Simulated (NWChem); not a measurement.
# [SiH5]− (SMILES [H][Si-]([H])([H])([H])[H]) at 6 levels

Wanted: a comparison of 6 runs (CAM-B3LYP/3-21G, B3LYP/6-31G*, PBE/def2-SVP, PBE0/6-311G**, wB97X/6-311G**, PBE0/def2-SVPD) of [SiH5]−. 

The results are computed with NWChem 7.3.0.

**1. Starting point**

[SiH5]−: 6 atoms, total charge -1, spin state singlet. As SMILES, `[H][Si-]([H])([H])([H])[H]`. The shape is that of a GFN2-xTB optimisation.

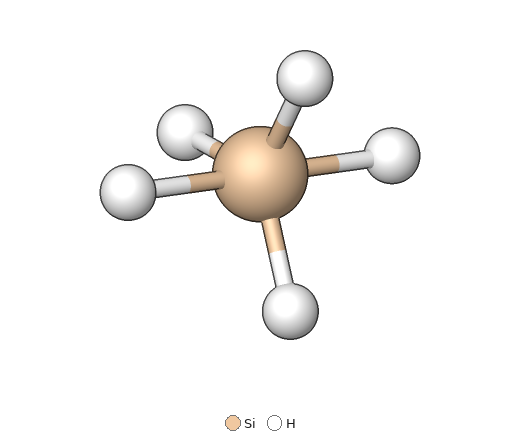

The structure, seen from a chosen angle (silicon light orange, hydrogen white).

**2. Energy and forces at CAM-B3LYP/3-21G (run 1)**

Input file h5si.nw:

```
start h5si
memory 2200 mb
charge -1

geometry units angstrom noautosym nocenter noautoz
   Si   -0.000240    0.000230    0.001470
   H    -0.019890   -0.007790    1.639910
   H     0.021790    0.007860   -1.642440
   H     1.490630    0.011850    0.019200
   H    -0.757550    1.285100   -0.002620
   H    -0.734730   -1.297250   -0.015520
end

basis "ao basis" spherical bse
   * library 3-21G
end

dft
   xc xcamb88 1.00 lyp 0.81 vwn_5 0.19 hfexch 1.00
   cam 0.33 cam_alpha 0.19 cam_beta 0.46
   mult 1
   grid xfine
   convergence energy 1e-08
   direct
   iterations 100
   mulliken
end

task dft gradient
```

The run is started by

```console
nwchem h5si.nw > h5si.out
```

The program printed:

```text
[...]
          Wavefunction type:  closed shell.
          No. of atoms     :     6
          No. of electrons :    20
[...]
          Charge           :    -1
          Spin multiplicity:     1
[...]
          AO basis - number of functions:    23
[...]
              XC Information
              --------------
                     Hartree-Fock (Exact) Exchange  1.000
                   CAM-Becke88 Exchange Functional  1.000
                      VWN V Correlation Functional  0.190 local
              Lee-Yang-Parr Correlation Functional  0.810
[...]
 d= 0,ls=0.0,diis     1   -290.7099870318 -3.17D+02  4.89D-02  9.33D-01     0.5
[...]
 d= 0,ls=0.0,diis     7   -290.8438898480 -2.61D-10  6.63D-07  1.17D-11     2.8
         Total DFT energy =     -290.843889848028
      One electron energy =     -458.488057544643
           Coulomb energy =      164.414683173392
    Exchange-Corr. energy =      -22.910298828768
 Nuclear repulsion energy =       26.139783351992
[...]
  wavefunction    = closed shell
[...]
                         DFT ENERGY GRADIENTS
    atom               coordinates                        gradient
                 x          y          z           x          y          z
   1 Si     -0.000454   0.000435   0.002778   -0.000064  -0.000032   0.000751
   2 H      -0.037587  -0.014721   3.098981    0.000142   0.000020  -0.005293
   3 H       0.041177   0.014853  -3.103762    0.000032  -0.000078   0.004564
   4 H       2.816882   0.022393   0.036283   -0.017227  -0.000158  -0.000235
   5 H      -1.431562   2.428487  -0.004951    0.008645  -0.014683   0.000065
   6 H      -1.388438  -2.451447  -0.029329    0.008472   0.014932   0.000149
[...]
```

Wall time 4.2 s (1 thread of Intel Xeon 6975P-C (Granite Rapids), shared host); peak memory 0.12 GiB.

**3. Energy and forces at B3LYP/6-31G(d) (spherical functions) (run 2)**

Input file h5si.nw:

```
start h5si
memory total 2200 mb
charge -1

geometry units angstroms noautosym nocenter noautoz
Si    -0.000240     0.000230     0.001470
H     -0.019890    -0.007790     1.639910
H      0.021790     0.007860    -1.642440
H      1.490630     0.011850     0.019200
H     -0.757550     1.285100    -0.002620
H     -0.734730    -1.297250    -0.015520
end

basis spherical bse
* library 6-31G*
end

dft
xc b3lyp
mult 1
grid xfine
convergence energy 1e-08
maxiter 100
mulliken
print medium
end

task dft gradient
```

The run is started by

```console
nwchem h5si.nw > h5si.out
```

The program printed:

```text
[...]
          Wavefunction type:  closed shell.
          No. of atoms     :     6
          No. of electrons :    20
[...]
          Charge           :    -1
          Spin multiplicity:     1
[...]
          AO basis - number of functions:    28
[...]
              XC Information
              --------------
                         B3LYP Method XC Potential
                     Hartree-Fock (Exact) Exchange  0.200
                        Slater Exchange Functional  0.800 local
                    Becke 1988 Exchange Functional  0.720 non-local
              Lee-Yang-Parr Correlation Functional  0.810
                  VWN I RPA Correlation Functional  0.190 local
[...]
 d= 0,ls=0.0,diis     1   -292.3007496711 -3.18D+02  5.39D-02  8.67D-01     0.7
[...]
 d= 0,ls=0.0,diis     7   -292.4340276632 -2.62D-10  4.34D-07  1.68D-11     3.9
         Total DFT energy =     -292.434027663168
      One electron energy =     -460.502632638484
           Coulomb energy =      164.939720722150
    Exchange-Corr. energy =      -23.010899098826
 Nuclear repulsion energy =       26.139783351992
[...]
  wavefunction    = closed shell
                         DFT ENERGY GRADIENTS
    atom               coordinates                        gradient
                 x          y          z           x          y          z
   1 Si     -0.000454   0.000435   0.002778   -0.000065  -0.000024   0.000749
   2 H      -0.037587  -0.014721   3.098981    0.000070  -0.000008   0.000093
   3 H       0.041177   0.014853  -3.103762    0.000095  -0.000051  -0.000803
   4 H       2.816882   0.022393   0.036283   -0.013552  -0.000132  -0.000194
   5 H      -1.431562   2.428487  -0.004951    0.006783  -0.011524   0.000049
   6 H      -1.388438  -2.451447  -0.029329    0.006668   0.011739   0.000106
[...]
```

Run time: 5.4 s. Hardware: 1 thread of Intel Xeon 6975P-C (Granite Rapids), shared host; peak memory 0.12 GiB.

Runs 3 to 5 aren't shown in full; the table further down has their settings and results.

**4. Energy and forces at PBE0/def2-SVPD (run 6)**

Input file sp.xyz:

```xyz
6

Si    -0.000240     0.000230     0.001470
H     -0.019890    -0.007790     1.639910
H      0.021790     0.007860    -1.642440
H      1.490630     0.011850     0.019200
H     -0.757550     1.285100    -0.002620
H     -0.734730    -1.297250    -0.015520
```

Input file run.py:

```python
from ase.io import read
from ase.calculators.nwchem import NWChem

mol = read('sp.xyz')

calc = NWChem(
    label='sp',
    theory='dft',
    memory='2200 mb',
    basis='def2-SVPD',
    basispar='spherical bse',
    charge=-1,
    dft={'xc': 'pbe0', 'mult': '1', 'grid': 'xfine', 'convergence': 'energy 1e-08', 'iterations': '100', 'mulliken': None},
)
mol.calc = calc

forces = mol.get_forces()
print("Total energy (eV):", round(mol.get_potential_energy(), 6))
print("forces (eV/A):")
for s, f in zip(mol.symbols, forces):
    print(f"{s:2s} {f[0]:10.5f} {f[1]:10.5f} {f[2]:10.5f}")
print("dipole (e A):", mol.get_dipole_moment().round(4))
```

The run is started by

```console
export ASE_NWCHEM_COMMAND="nwchem PREFIX.nwi > PREFIX.nwo"
python run.py
```

The program printed:

```text
Total energy (eV): -7951.483749
forces (eV/A):
Si    0.00216    0.00165   -0.03600
H    -0.00463   -0.00021    0.11143
H    -0.00298    0.00293   -0.07477
H     0.69795    0.00684    0.00905
H    -0.34916    0.59341   -0.00329
H    -0.34335   -0.60462   -0.00643
dipole (e A): [-0.0004 -0.      0.0053]
```

The calculator wrote sp.nwi:

```
title "sp"

permanent_dir sp

scratch_dir sp

start sp

geometry units angstrom nocenter noautosym noautoz
  Si -2.4000000000000001e-04 2.3000000000000001e-04 1.4700000000000000e-03
  H  -1.9890000000000001e-02 -7.7900000000000000e-03 1.6399100000000000e+00
  H  2.1790000000000000e-02 7.8600000000000007e-03 -1.6424399999999999e+00
  H  1.4906299999999999e+00 1.1849999999999999e-02 1.9199999999999998e-02
  H  -7.5754999999999995e-01 1.2850999999999999e+00 -2.6199999999999999e-03
  H  -7.3472999999999999e-01 -1.2972500000000000e+00 -1.5520000000000001e-02
end

charge -1

memory 2200 mb

basis spherical bse noprint
   * library def2-SVPD
end

dft
  xc pbe0
  mult 1
  grid xfine
  convergence energy 1e-08
  iterations 100
  mulliken
end

task dft gradient
```

sp.nwo:

```text
Northwest Computational Chemistry Package (NWChem) 7.3.0
             --------------------------------------------------------

           Job information
           ---------------

    nwchem branch   = 7.3.0
    use scalapack   = T
    input           = sp.nwi
    prefix          = sp.
    data base       = sp/sp.db
    status          = startup
    nproc           =        1

           Memory information
           ------------------

[... 5 lines left out ...]
    hardfail = no
[... 93 lines left out ...]
  convergence criterion.
[... 40 lines left out ...]
          Spatial weights used:  Erf1
[... 34 lines left out ...]
 1-e energy   =    -478.491009
[... 42 lines left out ...]
           Coulomb energy =      164.557402062609
[... 525 lines left out ...]
          Convergence on density requested:  1.00D-05
[... 26 lines left out ...]
          total energy or number of iterations.
[... 37 lines left out ...]
                 ----------------------------------------
                 |  Time  |  1-e(secs)   |  2-e(secs)   |
                 ----------------------------------------
                 |  CPU   |       0.00   |       0.32   |
                 ----------------------------------------
                 |  WALL  |       0.00   |       0.32   |
                 ----------------------------------------

 Task  times  cpu:        9.4s     wall:        9.4s
 Total times  cpu:        9.5s     wall:        9.5s
```

It took 11 s on 1 thread of Intel Xeon 6975P-C (Granite Rapids), shared host; peak memory 0.13 GiB.

**5. All runs side by side**

| run | level | energy (Eh) | HOMO energy (eV) | LUMO energy (eV) | HOMO–LUMO gap (eV) | wall time |
| --- | --- | --- | --- | --- | --- | --- |
| 1 | CAM-B3LYP/3-21G | -290.843890 | -0.13 | 9.36 | 9.48 | 4.2 s |
| 2 | B3LYP/6-31G* (spherical functions) | -292.434028 | 0.91 | 7.53 | 6.62 | 5.4 s |
| 3 | PBE/def2-SVP | -292.165553 | 1.79 | 6.86 | 5.07 | 6.9 s |
| 4 | PBE0/6-311G** | -292.310826 | 0.34 | 6.38 | 6.04 | 9 s |
| 5 | wB97X/6-311G** | -292.438001 | -1.95 | 8.21 | 10.16 | 18 s |
| 6 | PBE0/def2-SVPD | -292.211640 | 0.32 | 4.85 | 4.53 | 11 s |

**6. Summary of results**

```
                                                    quantity          value
                                         run 6: total energy  -292.21164 Eh
                                          run 6: HOMO energy        0.32 eV
                                          run 6: LUMO energy        4.85 eV
run 6: HOMO–LUMO gap (to an unbound level, set by the basis)        4.53 eV
                             run 6: largest force on an atom     0.698 eV/Å
```

The HOMO–LUMO gap runs from 4.53 eV (PBE0/def2-SVPD) to 10.16 eV (wB97X/6-311G**). The two ends differ in method and basis. The empty levels of an anion lie above zero and hang on the basis. Totals of different functionals can't be ranked against each other. In runs 2, 3, 4, 6 the HOMO lies above zero, so the outermost electron may be held by the basis alone. All runs together took 54 s, the longest 18 s.
